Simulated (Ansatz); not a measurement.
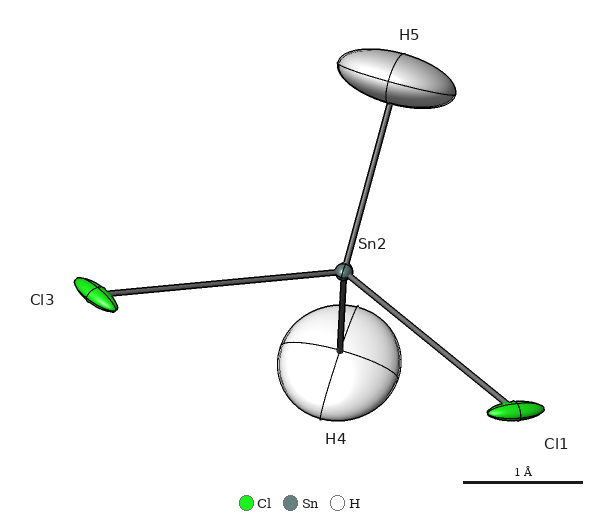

Displacement ellipsoids at the 50 % level, enlarged 1.5 times, from the internal vibrations of the free molecule (harmonic, no overall translation or rotation; no half-axis is drawn under 0.075 Å). Vibrations computed with RKS PBE0-D4/def2-TZVP, core potentials on Sn (Ansatz 0.2.0). Temperature: 600 K.

Question. Which atom moves most?

Answer. H4, H5, with U_eq = 0.0391 Å².

Question. Does H5 move more along its bond or across it?

Answer. Across it: the root-mean-square amplitude is 0.095 Å along the bond and up to 0.243 Å across, since bending and torsion are softer than stretching.

Give the displacement parameters, one line for each set of equivalent atoms.

```csv
atom,U_eq (Å²),rms amplitudes (Å)
"Cl1, Cl3",0.0049,"0.008, 0.046, 0.112"
Sn2,0.00072,"0.006, 0.016, 0.043"
"H4, H5",0.0391,"0.094, 0.223, 0.243"
```
